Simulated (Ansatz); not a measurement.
Consider SiC in the wurtzite structure (space group P6_3mc, No. 186; a = 3.056 Å, c = 5.016 Å). Axes: x lies along a and z along c of the hexagonal cell.

Now apply this change: uniaxial strain ε_zz = −3.00 %, all other strain components held at zero, atoms relaxed at fixed cell.

Computed with Ansatz (a quantum-chemistry and plane-wave program), LDA, PAW, cutoff 420 eV, no spin-orbit coupling.

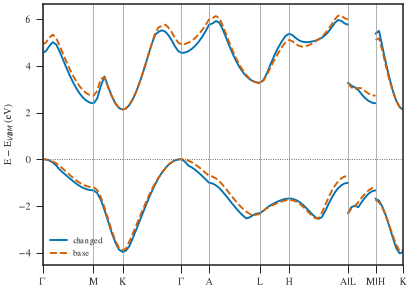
Fig. 1. Highest valence and lowest conduction band along the path, each from its own valence-band maximum

Problem. Read the changed gap and its character from the plot.

Solution. About 2.1 eV, indirect, Γ → K.

Gaps are read on the SCF mesh and a high-symmetry path. Whether these cells are dynamically stable was not tested.
